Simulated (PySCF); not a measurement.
## A study: CClF3, SMILES `FC(F)(F)Cl`

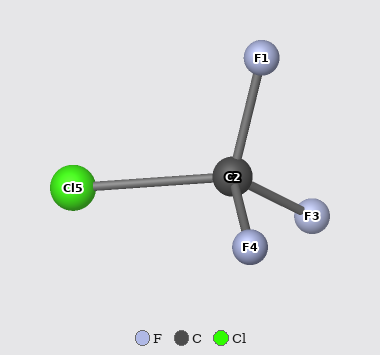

The molecule, with its atoms numbered as below. No frequency check shows the geometry to be a minimum.

Cartesian coordinates (Å):

```
F1       0.8189   -0.6470    1.0543
C2       0.3510    0.0000    0.0000
F3       0.8185    1.2367    0.0330
F4       0.8181   -0.5897   -1.0877
Cl5     -1.4238    0.0000    0.0002
```

## 1. Bonding charge

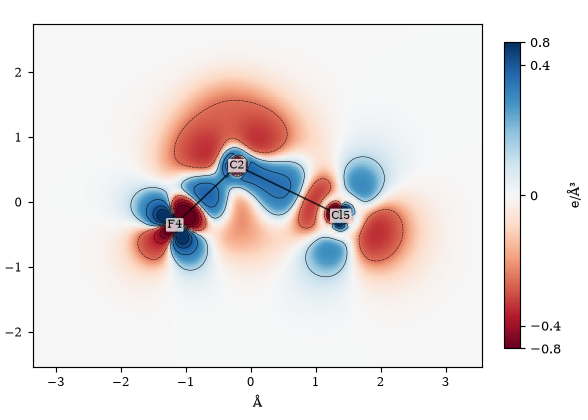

Deformation density (molecule less spherical, spin-averaged free atoms) in the plane of C2, F4 and Cl5; colour scale in e/Å³, logarithmic beyond ±0.1; blue: gain, red: loss.

Computed with PySCF, LDA (SVWN)/def2-SVP, geometry: GFN2-xTB.

Question: How much density has each bond in this plane gained at its critical point, relative to the free atoms?

Answer: C2–Cl5: +0.25 e/Å³ at the bond critical point (bond length 1.77 Å, Mayer order 1.1). C2–F4: +0.20 e/Å³ at the bond critical point (bond length 1.32 Å, Mayer order 1.2). In all, 1.0 electrons gather in the regions of gain relative to the promolecule.

## 2. Bond critical points

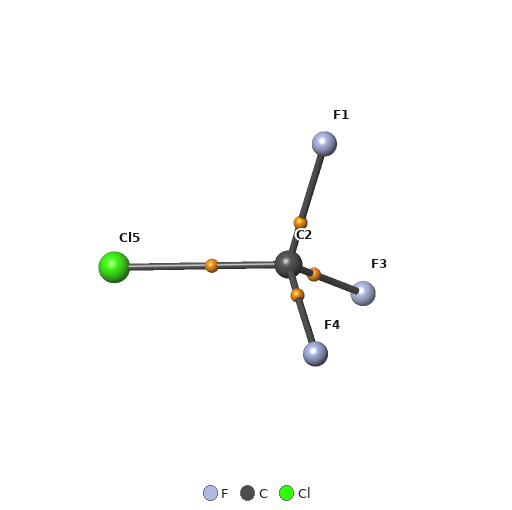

Molecular graph of the electron density (QTAIM): bond paths, bond critical points (orange), ring points (yellow, if any); weak paths are dashed.

Question: How many critical points of each kind are there, and does the count close?

Answer: 5 nuclei, 4 bond, 0 ring and 0 cage critical points: 5 − 4 + 0 − 0 = 1, as the Poincaré–Hopf relation requires.

Question: Tabulate density, Laplacian, ellipticity and energy density at the bond critical points (atomic units).

Answer:
```csv
bond,length (Å),ρ (a.u.),∇²ρ (a.u.),ε,H (a.u.)
C2–F3 (3 alike),1.323,0.293,−0.27,0.05,−0.441
C2–Cl5,1.775,0.195,−0.24,0.00,−0.124
```

Question: What kind of interaction is C2–Cl5?

Answer: Shared-shell (covalent): ρ = 0.195, ∇²ρ = −0.24, H = −0.124 a.u.

## 3. Local ionisation energy

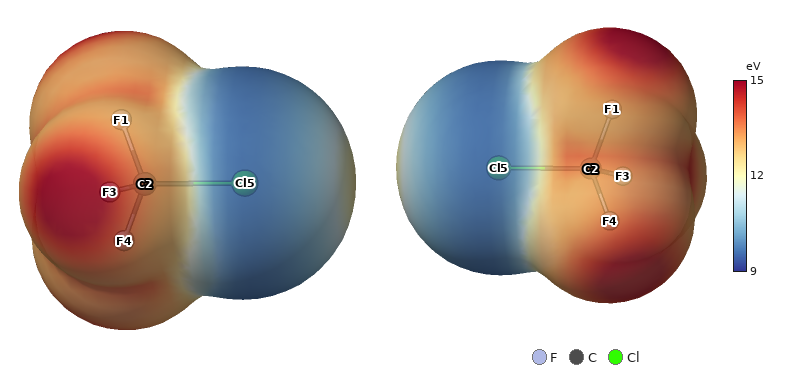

Average local ionisation energy on the surface of electron density 0.001 a.u. (back view left, front view right).

Question: Where are the most loosely bound electrons on this surface?

Answer: The lowest value is 9.6 eV, 2.0 Å from Cl5, and at like points elsewhere. Further minima include 13.0 eV, 1.6 Å from F4, and at like points elsewhere. For comparison, the highest occupied orbital lies at −8.3 eV.

## 4. Localised orbitals

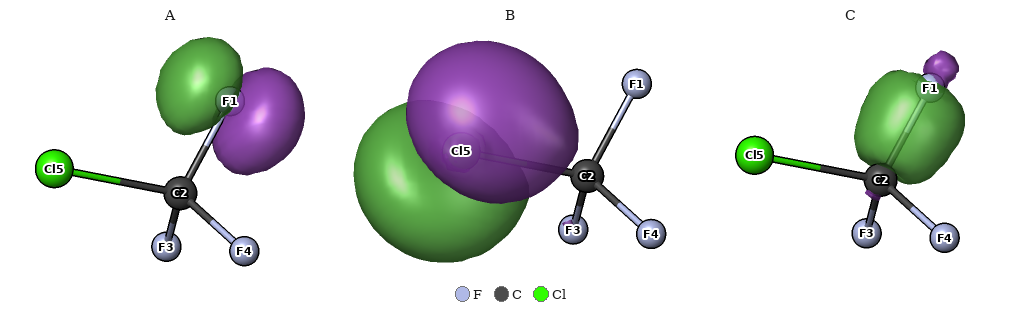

Pipek–Mezey orbitals, occupied; each surface holds about 80 % of the orbital's density. Energies are diagonal elements of the Fock matrix.

Computed with PySCF, r2SCAN/6-311G**, geometry: GFN2-xTB.

Question: Identify each orbital.

Answer: By panel:
- A: lone pair on F1 (p-type) (F1 96 %; −12.3 eV)
- B: lone pair on Cl5 (p-type) (Cl5 98 %; −9.2 eV)
- C: σ bond F1–C2 (F1 68 %, C2 32 %; −25.7 eV)

Question: Which has the smallest and which the largest spatial spread?

Answer: Smallest: C (0.62 Å); largest: B (1.10 Å).

Question: How do all the valence pairs divide up?

Answer: 16 pairs: 12 lone pairs and 4 σ bonds.

## 5. Stretching a bond

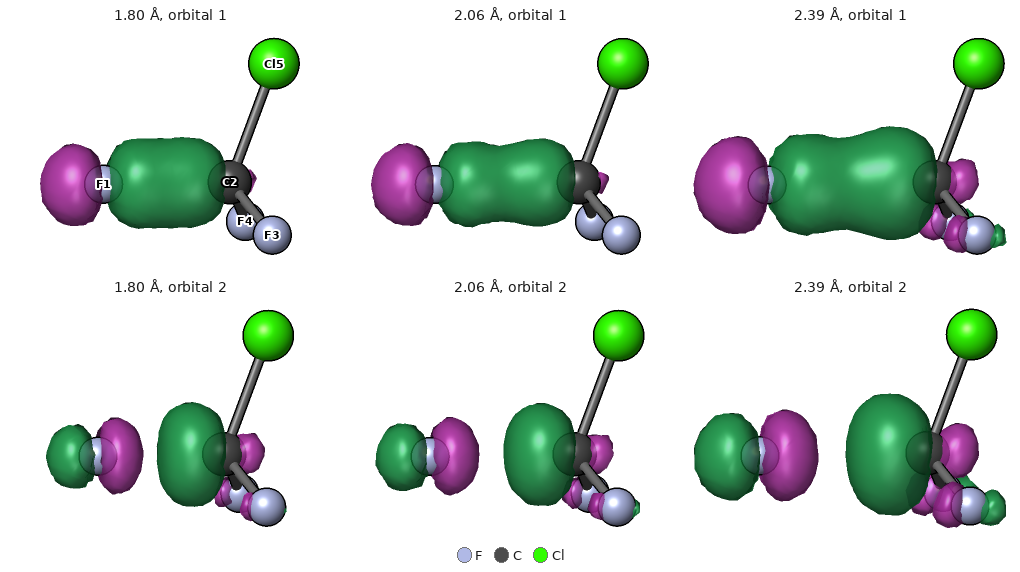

Rigid stretch of the F1–C2 bond. The two CASSCF(2,2) natural orbitals nearest half filling (orbital 1 the more occupied).

Computed with PySCF, def2-SVP basis, geometry: GFN2-xTB.

Question: How do the occupations change along the stretch?

Answer: 1.80 Å: 1.89 and 0.11; 2.06 Å: 1.77 and 0.23; 2.39 Å: 1.54 and 0.46. At the longest distance computed (3.72 Å) they are 1.00 and 1.00, and the effective number of unpaired electrons is 2.0.

Question: Where does the UHF solution part from RHF?

Answer: Between 1.60 Å (⟨S²⟩ = 0, the two coincide) and 1.80 Å (⟨S²⟩ = 0.17); at 3.72 Å ⟨S²⟩ is 1.01 and UHF lies 6.2 eV below RHF.

Question: How much energy does the stretch cost?

Answer: By CASSCF, 4.6 eV from the lowest point of the scan (1.33 Å) to 3.72 Å; RHF gives 10.0 eV from its own lowest point. The fragments aren't relaxed and dynamic correlation is missing, so this isn't a bond dissociation energy.

The PySCF runs shown took 2 s, 4.7 s and 53 s on 1 thread of AMD EPYC 9R45 96-Core Processor (Zen 5) (shared host).
